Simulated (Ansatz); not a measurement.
A computed series for AlNi3: pressure series

Take AlNi3 in the Cu3Au type structure (space group Pm-3m, No. 221; weakly magnetic (sensitive to the mesh)) as the base.

```yaml
crystal:
  lattice:
    - [3.56684, 0.00000, 0.00000]
    - [0.00000, 3.56684, 0.00000]
    - [0.00000, 0.00000, 3.56684]
  atoms:
    - { symbol: Ni, position: [0.00000, 0.50000, 0.50000] }
    - { symbol: Ni, position: [0.50000, 0.50000, 0.00000] }
    - { symbol: Ni, position: [0.50000, 0.00000, 0.50000] }
    - { symbol: Al, position: [0.00000, 0.00000, 0.00000] }
```

Cell and atoms are relaxed at each pressure.

Levels (all Ansatz, an electronic-structure program, PAW): PBE (420 eV, no spin-orbit coupling); r2SCAN (500 eV, spin-orbit coupling left out).

The base cell above is that of PBE; each level relaxes its own structures.

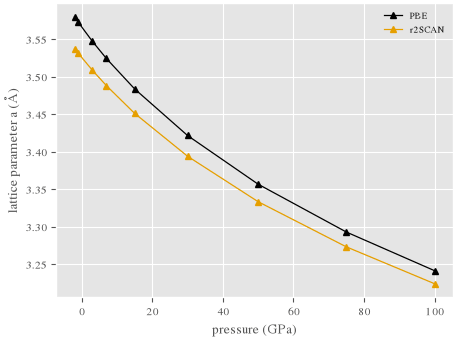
Figure. Lattice parameter a under two levels

Question: How do the two levels compare along the series?

Answer: PBE lies above r2SCAN in every row, by 0.017 Å to 0.042 Å. They put the cases in the same order.

Other magnetic orders, which the real material may have, were not ruled out. Load acts through the strain it causes; cell and atoms are relaxed under it. Stability against distortions was not tested. Competing high-pressure phases were not computed.
